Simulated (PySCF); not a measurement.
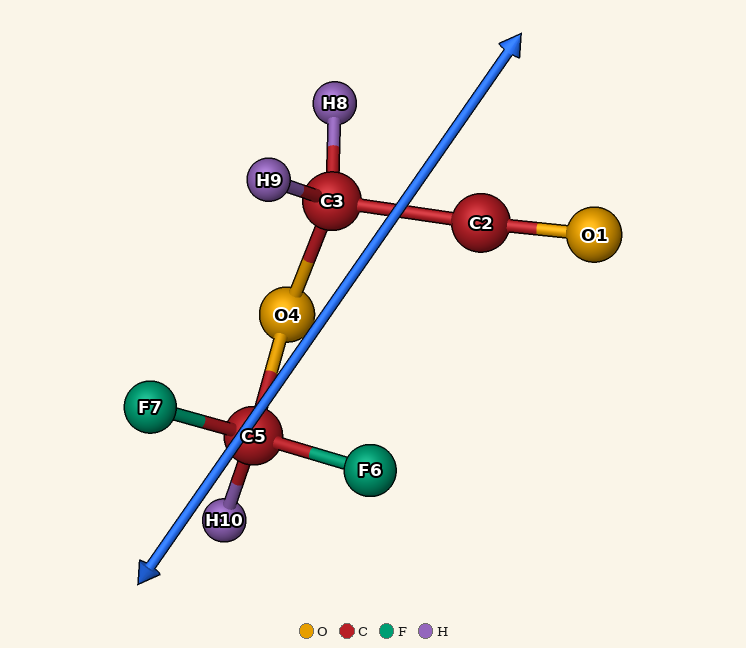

The double arrow shows the direction of the transition dipole to excited singlet state 4 (its length means nothing). Charge +1, singlet. The geometry was computed by an optimisation with PBE0-D3(BJ)/def2-SVP. No frequency run is at hand to confirm it as a minimum. Method: TDDFT PBE0/def2-SVPD, vertical, gas phase, core orbitals frozen in the response (PySCF 2.14.0).

Question: Where does the transition lie, and how strong is it?

Answer: 6.72 eV (184 nm), oscillator strength 0.034, mainly HOMO−1 → LUMO (weight 0.56); transition dipole 1.16 D.
